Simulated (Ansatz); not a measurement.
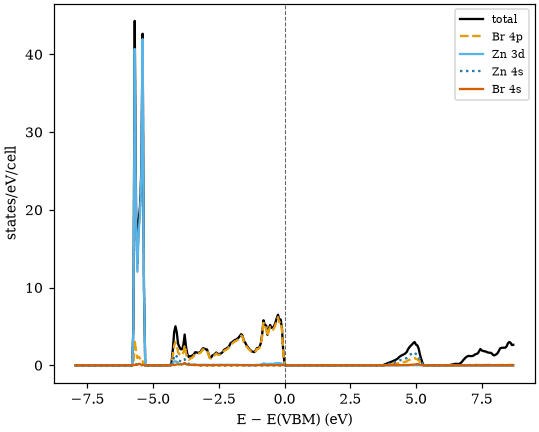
Fig. 1. Total and projected density of states of ZnBr2 in space group R-3m (No. 166; Zn on 3a, Br on 6c), plane-wave PAW r²SCAN+D4 (Ansatz code)

Which orbitals carry the states next to the gap?

Top 1 eV of the valence band: Br 4p 95 %. Bottom 1 eV of the conduction band: Zn 4s 57 %, Br 4p 29 %, outside the projected shells 11 %. Projections are on Löwdin-orthogonalised atomic valence shells; empty p or d shells of many metals are not among them.

Where is the tallest occupied peak in this window, and what makes it?

Near -5.7 eV, about 44 states/eV per cell; the largest projected share is Zn 3d.

The workflow started from an entry of the Crystallography Open Database (COD), which files this formula under 2 space groups. Whether it is the stable phase at ambient conditions was not checked. Symmetry was held in the r²SCAN+D4 relaxation; whether a distortion lowers the energy is not shown. Spin–orbit coupling is left out wherever it is not named.

Potentials: the later of the program's two PAW sets.
